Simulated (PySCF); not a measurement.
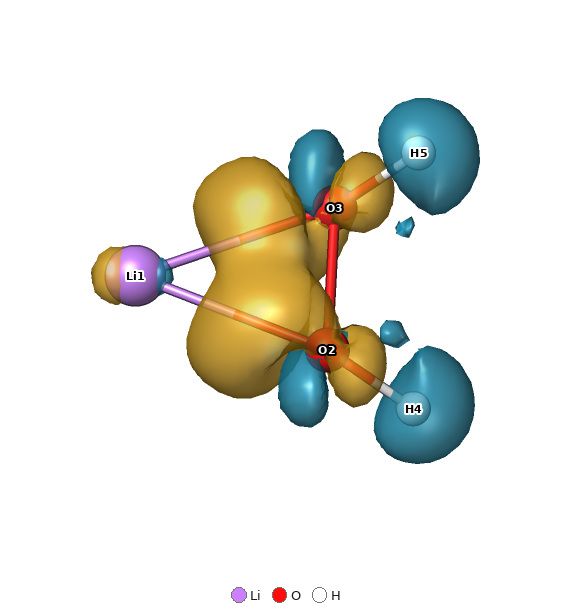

H2LiO2, charge +1, SMILES `[Li+].OO`. Density of the complex less the densities of the two fragments at the same geometry, ±0.03 e/Å³ (yellow: gain, teal: loss). Fragment A: Li(+1) (atom 1); fragment B: H2O2.

Computed with PySCF, CAM-B3LYP/def2-TZVP, geometry: GFN2-xTB. GFN2-xTB bond lengths at metals and heavier atoms can be off by up to 0.1 Å and shapes distorted, which carries into these values.

### Which way does charge flow?

Hirshfeld charges show 0.035 e passing from B to A. By Hirshfeld charges, electrons gather most on O2 and O3 alike (−0.039 e) and leave H4 and H5 alike most (+0.055 e); 0.25 e is displaced in all.

### What is the interaction energy, and which contacts carry it?

The counterpoise-corrected interaction energy of the frozen fragments is −37.3 kcal/mol without dispersion correction and −37.8 kcal/mol with D3(BJ). D3 uses neutral-atom coefficients and tends to overbind metal cations. The pair geometry is semi-empirical, not a minimum at this level. Contacts: Li1···O2, 1.87 Å, ρ = 0.032 a.u.; Li1···O3, 1.88 Å, ρ = 0.031 a.u. The pose is a local one from a semi-empirical search, not shown to be the most stable.
